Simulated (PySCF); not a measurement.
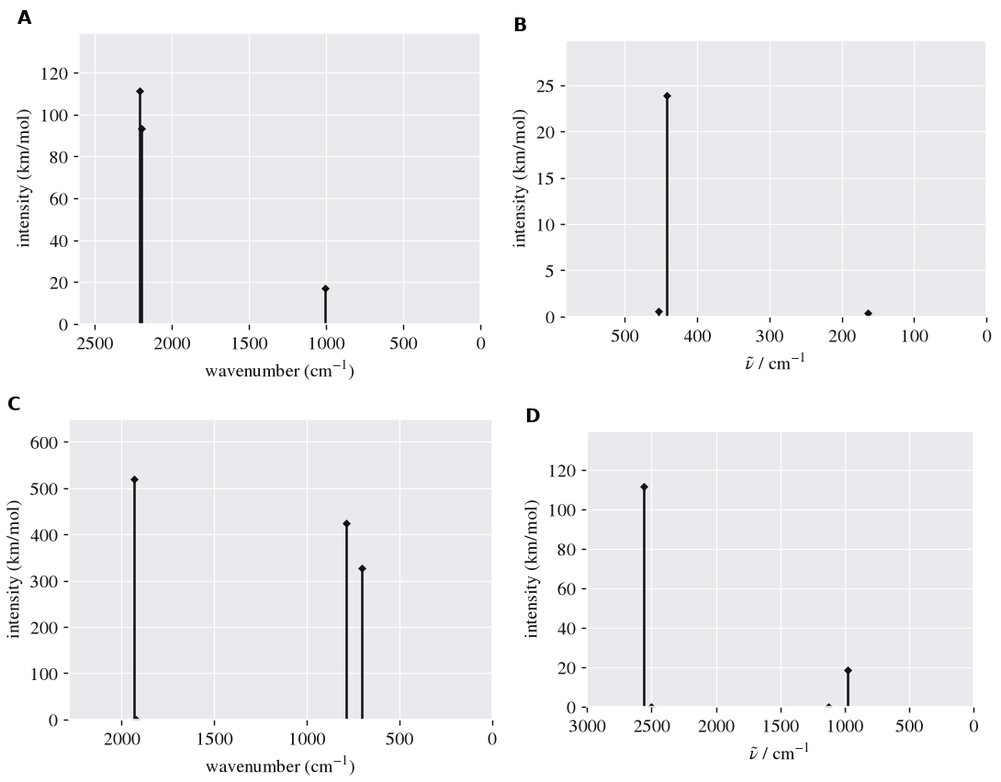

Unscaled harmonic wavenumbers and double-harmonic intensities, PBE0/def2-TZVP, PySCF 2.14.0, isolated molecule. Structures are the lowest points that the searches found. Degenerate modes count as one line, with their intensities summed.

Pair each panel with its molecule.
1. AlH₃, singlet
2. AsH₂, doublet
3. PH₄⁺, singlet
4. BrCl₂⁺, singlet

A: 2 (most intense lines at 2208.5, 2196.8 and 1004.1 cm⁻¹)
B: 4 (most intense lines at 442.1 cm⁻¹)
C: 1 (most intense lines at 1934.2, 788.2 and 703.5 cm⁻¹)
D: 3 (most intense lines at 2557.7 and 980.4 cm⁻¹)

Limits of at least one run: no scalar relativity.
